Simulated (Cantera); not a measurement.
A closed system holds: 1 mol V₂O₃, 9.7 mol H₂, 7.1 mol N₂, at 0.133 bar.

Method: chemical equilibrium by Gibbs-energy minimisation in Cantera with the NASA 1993 tables (ideal gas, pure condensed phases). Candidate condensed phases: H₂O, V, VN, VO, V₂O₃, V₂O₄, V₂O₅; 28 gas species. Mutual solubility and eutectic melting of coexisting phases are not modelled. VN, VO: taken at fixed stoichiometry. Condensed phases not in the tables: the oxides between V₂O₃ and V₂O₅ other than VO₂, solid solutions among these carbides, nitrides and lower oxides, V₂N. Equilibrium is a limit: real reactors are often held back by kinetics, nucleation or transport.

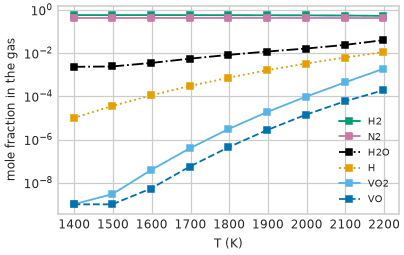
Figure: Equilibrium gas composition (values under 1e-9 drawn at 1e-9)

From 1398 K to 1498 K the condensed part is VN(s) + V₂O₃(s). From 1598 K to 1998 K the condensed part is VO(s) + V₂O₃(s). From 2098 K to 2198 K the condensed part is VO(l) + V₂O₃(s).
